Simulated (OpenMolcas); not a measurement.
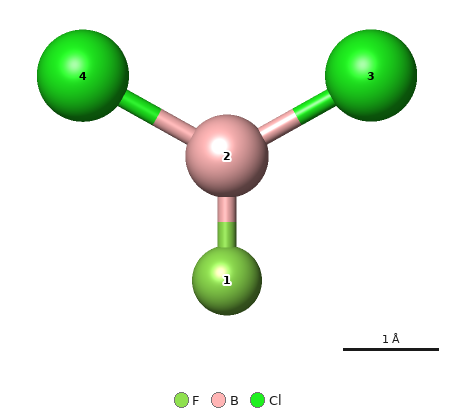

Figure 1. The structure as given in the input (ball-and-stick view, seen on its broad side; atoms are numbered from 1 in the order of the input). Bond lengths as drawn: B–Cl 1.74 Å and B–F 1.31 Å.

# BCl₂F (charge +1): single-point calculation (part 1 of 2)

- system: BCl₂F, charge +1, multiplicity 2
- method: B3LYP/6-311+G**, UKS (OpenMolcas 26.06)

The geometry is that of the parent species in another charge or spin state. The geometry comes from this level: PBE0-D4/def2-TZVP.

## Input
```
* BCl2F Kohn-Sham DFT

&gateway
 baslib
 $CurrDir
 coord
 input.xyz
 basis
 6-311pGss
 group
 NoSym

&seward
 gridinput
 Grid=UltraFine
 End of Grid

&scf
 uhf
 charge
 1
 spin
 2
 ksdft
 B3LYP
 thresholds
 1e-10 1e-07 1e-07 1e-05
 prorbitals
 1 1
```

## File input.xyz
```
4

F      0.114370    -1.165320    -0.781190
B      0.007910    -0.080610    -0.054040
Cl    -1.549540     0.373780     0.571420
Cl     1.427260     0.872140     0.263810
```

Command:
```bash
export MOLCAS_MEM=1860
pymolcas calc.inp > calc.log
```

## The program's output
```
--- Start Module: gateway ---

                                              &GATEWAY

                       available to each process: 1.9 GB of memory, 1 thread

 Basis Set     1 Label: F.6-311PGSS
 Basis set is read from library:.
 basistype.tbl is not found

 Basis Set     2 Label: B.6-311PGSS
 Basis set is read from library:.
 basistype.tbl is not found

 Basis Set     3 Label: CL.6-311PGSS
 Basis set is read from library:.
 basistype.tbl is not found

++    Symmetry information:
      ---------------------

                    Character Table for C1

                             E
                    a        1  x, y, xy, Rz, z, xz, Ry, yz, Rx, I
--

++    Basis set information:
      ----------------------

      Basis set label: F.6-311PGSS.........

      Electronic valence basis set:
      ------------------
      Associated Effective Charge   9.000000 au
      Associated Actual Charge      9.000000 au
      Nuclear Model: Point charge

      Shell  nPrim  nBasis  Cartesian Spherical Contaminant
         s      12       5        X
         p       6       4        X
         d       1       1                 X

      Basis set label: B.6-311PGSS.........

      Electronic valence basis set:
      ------------------
      Associated Effective Charge   5.000000 au
      Associated Actual Charge      5.000000 au
      Nuclear Model: Point charge

      Shell  nPrim  nBasis  Cartesian Spherical Contaminant
         s      12       5        X
         p       6       4        X
         d       1       1                 X

      Basis set label: CL.6-311PGSS.........

      Electronic valence basis set:
      ------------------
      Associated Effective Charge  17.000000 au
      Associated Actual Charge     17.000000 au
      Nuclear Model: Point charge

      Shell  nPrim  nBasis  Cartesian Spherical Contaminant
         s      13       7        X
         p      10       6        X
         d       1       1                 X
--

++    Molecular structure info:
      -------------------------

                    ************************************************
                    **** Cartesian Coordinates / bohr, angstrom ****
                    ************************************************

     Center  Label                x              y              z                     x              y              z
        1      F1               0.216128      -2.202136      -1.476235              0.114370      -1.165320      -0.781190
        2      B2               0.014948      -0.152331      -0.102121              0.007910      -0.080610      -0.054040
        3      CL3             -2.928206       0.706342       1.079827             -1.549540       0.373780       0.571420
        4      CL4              2.697131       1.648106       0.498529              1.427260       0.872140       0.263810

                    ***************************************
                    *    InterNuclear Distances / bohr    *
                    ***************************************

               1 F1            2 B2            3 CL3           4 CL4
    1 F1       0.000000
    2 B2       2.475957        0.000000
    3 CL3      4.987939        3.285799        0.000000
    4 CL4      4.987928        3.285796        5.733170        0.000000

                    *******************************************
                    *    InterNuclear Distances / angstrom    *
                    *******************************************

               1 F1            2 B2            3 CL3           4 CL4
    1 F1       0.000000
    2 B2       1.310220        0.000000
    3 CL3      2.639504        1.738770        0.000000
    4 CL4      2.639498        1.738768        3.033863        0.000000
--

            Nuclear Potential Energy            181.66907274 au

--- Stop Module: gateway /rc=_RC_ALL_IS_WELL_ ---

--- Start Module: seward ---

                                              &SEWARD

                       available to each process: 1.9 GB of memory, 1 thread

               SEWARD will generate:
                  Multipole Moment integrals up to order  2
                  Kinetic Energy integrals
                  Nuclear Attraction integrals (point charge)
                  One-Electron Hamiltonian integrals
                  Velocity integrals
                  Orbital angular momentum around ( -0.0381   0.3884   0.2604 )
                  Velocity quadrupole around ( -0.0381   0.3884   0.2604 )
                  Two-Electron Repulsion integrals

                   Integrals are discarded if absolute value <: 1.00E-14
                   Integral cutoff threshold is set to       <: 1.00E-16

            Nuclear Potential Energy            181.66907274 au

      Basis set specifications :
      Symmetry species         a
      Basis functions          104

--- Stop Module: seward /rc=_RC_ALL_IS_WELL_ ---
--- Module seward spent 6 seconds ---

--- Start Module: scf ---

                                                &SCF

                       available to each process: 1.9 GB of memory, 1 thread

++    Input section:
      --------------

      Header of the integral files:

      Cartesian coordinates in angstrom:
      -----------------------------------------------------
      No.  Label        X            Y            Z
      -----------------------------------------------------
       1   F1         0.11437000  -1.16532000  -0.78119000
       2   B2         0.00791000  -0.08061000  -0.05404000
       3   CL3       -1.54954000   0.37378000   0.57142000
       4   CL4        1.42726000   0.87214000   0.26381000
      -----------------------------------------------------
      Nuclear repulsion energy =  181.66907274
--

++    Orbital specifications:
      -----------------------

      Symmetry species               1
                                     a
      Frozen orbitals                0
      Start temperature = 0.500
      End temperature   = 0.010
      Temperature Factor= 0.460
      Deleted orbitals               0
      Total number of orbitals     104
      Number of basis functions    104
--

      Molecular charge                           1.000

      Numerical integration parameters
      --------------------------------
      Radial quadrature type:                         MHL
      Size of radial grid:                            99
      Lebedev angular grid:                           41
      Angular grid pruned with the crowding factor:  1.00E+10
                                 and fading factor:  1.00E+01
      Screening threshold for integral computation:   1.00E-11
      Radial quadrature accuracy:                     1.00E-25
      Maximum batch size:                             128
      AO values are stored on disk
      The same grid will be used for all iterations.

      DFT functional specifications
      -----------------------------
      Using Libxc version: 6.2.2
      Please cite the following reference:
      S. Lehtola, C. Steigemann, M. J.T. Oliveira, and M. A.L. Marques.,  SoftwareX 7, 1–5 (2018) doi:10.1016/j.softx.2017.11.002

      * B3LYP

++    Optimization specifications:
      ----------------------------

      SCF Algorithm: Conventional USCF
      D(i)-D(i-1) density differences are used
      Number of density matrices in core                 5
      Maximum number of NDDO SCF iterations            400
      Maximum number of HF SCF iterations              400
      Threshold for SCF energy change             1.00E-10
      Threshold for density matrix                1.00E-07
      Threshold for Fock matrix                   1.00E-07
      Threshold for linear dependence             1.00E-09
      Threshold at which DIIS is turned on        1.50E-01
      Maximum depth in the DIIS procedure                5
      Maximum depth in the BFGS Hessian update          30
      Threshold at which QNR/C2DIIS is turned on  7.50E-02
      Threshold for Norm(delta) (QNR/C2DIIS)      1.00E-05
      All orbitals punched on: UHFORB
--

      Input vectors read from INPORB
      Orbital file label: *Guess orbitals

++ Convergence information
                               UHF B3LYP      iterations: Energy and convergence statistics

Iter     Tot. B3LYP      One-elec.       Two-elec.     Energy      Max Dij or  Max Fij      DNorm      TNorm      AccCon     Time
         Energy          Energy          Energy        Change      Delta Norm                                                in Sec.

 The total and one-electron energies are shifted by a value of      1000. a.u.

   1   -41.576875715  -840.541199822   617.295251364   0.00E+00    1.16E-01*   2.46E+01*    1.24E+01   2.88E+02   None         3.
   2   -40.231335518  -818.722576349   596.822168088   1.35E+00*   1.30E-01*   1.37E-02*    8.41E+01   2.82E+02   EDIIS        2.
   3   -43.762051361  -849.457848715   624.026724611  -3.53E+00*   6.23E-01*   4.56E-01*    7.01E+00   2.88E+02   EDIIS        2.
   4   -42.922706350  -844.811612551   620.219833458   8.39E-01*   1.28E-01*   1.58E-01*    8.57E+00   2.88E+02   EDIIS        2.
   5   -44.838508498  -848.088234462   621.580653222  -1.92E+00*   1.37E-01*   5.12E-02*    6.27E+00   2.88E+02   EDIIS        2.
   6   -44.836359963  -848.922797087   622.417364381   2.15E-03*   8.10E-02*   4.88E-02*    7.86E-01   2.88E+02   EDIIS        3.
   7   -44.882837666  -848.259556711   621.707646303  -4.65E-02*   1.66E-01*   4.31E-02*    7.54E-01   2.88E+02   EDIIS        3.
   8   -44.873318484  -848.939408732   622.397017506   9.52E-03*   6.79E-02*   2.45E-02*    4.30E-01   2.88E+02   EDIIS        2.

       Fermi aufbau procedure completed!
      nOcc(alpha)=   24
      nOcc(beta) =   23

   9   -44.889300764  -848.536942050   621.978568543  -1.60E-02*   1.61E-02*   5.76E-03*    1.59E-01   2.88E+02   c2DIIS       2.
  10   -44.889645864  -848.508232870   621.949514263  -3.45E-04*   2.06E-02*   1.11E-03*    4.02E-02   2.88E+02   QNRc2DIIS    2.
  11   -44.889638382  -848.478378411   621.919667287   7.48E-06*   9.43E-03*   1.61E-03*    4.25E-02   2.88E+02   QNRc2DIIS    2.
  12   -44.889670167  -848.490384362   621.931641453  -3.18E-05*   7.81E-03*   2.07E-04*    2.10E-02   2.88E+02   QNRc2DIIS    2.
  13   -44.889669250  -848.500575246   621.941833253   9.17E-07*   3.82E-03*   4.97E-04*    8.85E-03   2.88E+02   QNRc2DIIS    2.
  14   -44.889671062  -848.496204917   621.937461113  -1.81E-06*   6.05E-04*   9.20E-05*    4.59E-03   2.88E+02   QNRc2DIIS    2.
  15   -44.889671154  -848.494616794   621.935872898  -9.23E-08*   2.08E-04*   1.82E-05*    7.56E-04   2.88E+02   QNRc2DIIS    2.
  16   -44.889671159  -848.493139702   621.934395801  -4.38E-09*   8.79E-05*   1.42E-05*    7.23E-04   2.88E+02   QNRc2DIIS    2.
  17   -44.889671161  -848.493614765   621.934870861  -2.22E-09*   2.47E-05*   1.27E-06*    2.64E-04   2.88E+02   QNRc2DIIS    2.
  18   -44.889671161  -848.493667905   621.934924002  -5.21E-11    5.64E-06    6.42E-07*    5.36E-05   2.88E+02   QNRc2DIIS    2.
  19   -44.889671161  -848.493641980   621.934898076  -9.55E-12    1.25E-06    8.98E-08     1.59E-05   2.88E+02   QNRc2DIIS    2.

       Convergence after  19 Iterations
--
```
